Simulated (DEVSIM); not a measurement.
Device: Si/Ge p-n heterojunction, at 300 K.

| layer (left to right) | material | thickness (μm) | Nd (cm⁻³) | Na (cm⁻³) | τn (s) | τp (s) |
|---|---|---|---|---|---|---|
| 1 | Si | 0.0680 | - | 1.4e16 | 6.6e-7 | 6.6e-7 |
| 2 | Ge | 0.320 | 1.8e18 | - | 6.6e-7 | 6.6e-7 |

Left contact: ohmic. Right contact: ohmic. Voltage is applied to the left contact. Recombination: SRH at mid-gap, radiative. Mobility is constant in doping.

This is a model device: material constants are rounded textbook-type values typed into the input, and sizes, dopings and lifetimes were drawn at random. Values at 300 K.

```
parameter           Si       Ge
-------------  -------  -------
gap (eV)         1.124    0.664
affinity (eV)     4.05        4
permittivity      11.7       16
Nc (cm⁻³)      2.86e19  1.04e19
Nv (cm⁻³)       3.1e19     6e18
μn (cm²/Vs)       1417     3900
μp (cm²/Vs)        470     1900
B (cm³/s)      4.7e-15  6.4e-14
```

Simulated with DEVSIM: 1D drift-diffusion, Boltzmann statistics, complete ionisation; no tunnelling, impact ionisation, image-force lowering or self-heating. Band offsets follow the typed affinities; no thermionic-emission limit at abrupt steps, no polarisation charge.

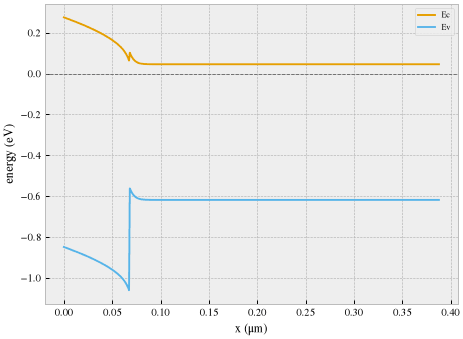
*Band edges at 0.65 V on the left contact*

Energies count from the Fermi level of the right contact; mesh points crowd at the junctions.

| x (μm) | Ec (eV) | Ev (eV) | n (cm⁻³) | p (cm⁻³) | field (V/cm) |
|---|---|---|---|---|---|
| 0.000 | 0.275 | -0.849 | 8300 | 1.4e16 | -18000 |
| 0.003233 | 0.269 | -0.855 | 1.8e14 | 1.1e16 | -18000 |
| 0.007846 | 0.261 | -0.863 | 5.3e14 | 8.1e15 | -18000 |
| 0.01559 | 0.246 | -0.878 | 1.5e15 | 4.7e15 | -19000 |
| 0.03279 | 0.210 | -0.914 | 7.8e15 | 1.1e15 | -23000 |
| 0.04664 | 0.174 | -0.950 | 3.3e16 | 2.8e14 | -30000 |
| 0.05649 | 0.140 | -0.984 | 1.3e17 | 6.7e13 | -42000 |
| 0.06416 | 0.097 | -1.027 | 6.6e17 | 9.0e12 | -79000 |
| 0.06740 | 0.063 | -1.061 | 2.5e18 | 5.4e11 | -140000 |
| 0.07040 | 0.080 | -0.584 | 4.7e17 | 3.3e14 | -80000 |
| 0.07488 | 0.057 | -0.607 | 1.2e18 | 1.3e14 | -30000 |
| 0.08623 | 0.046 | -0.618 | 1.8e18 | 8.4e13 | -1400 |
| 0.1018 | 0.045 | -0.619 | 1.8e18 | 7.9e13 | -16 |
| 0.1279 | 0.045 | -0.619 | 1.8e18 | 7.1e13 | ≈ 0 |
| 0.1852 | 0.045 | -0.619 | 1.8e18 | 5.6e13 | ≈ 0 |
| 0.2576 | 0.045 | -0.619 | 1.8e18 | 3.6e13 | ≈ 0 |
| 0.3120 | 0.045 | -0.619 | 1.8e18 | 2.1e13 | ≈ 0 |
| 0.3426 | 0.045 | -0.619 | 1.8e18 | 1.2e13 | ≈ 0 |
| 0.3673 | 0.045 | -0.619 | 1.8e18 | 5.7e12 | ≈ 0 |
| 0.3776 | 0.045 | -0.619 | 1.8e18 | 2.9e12 | ≈ 0 |
| 0.3834 | 0.045 | -0.619 | 1.8e18 | 1.3e12 | ≈ 0 |
| 0.3880 | 0.045 | -0.619 | 1.8e18 | 2.4e8 | ≈ 0 |
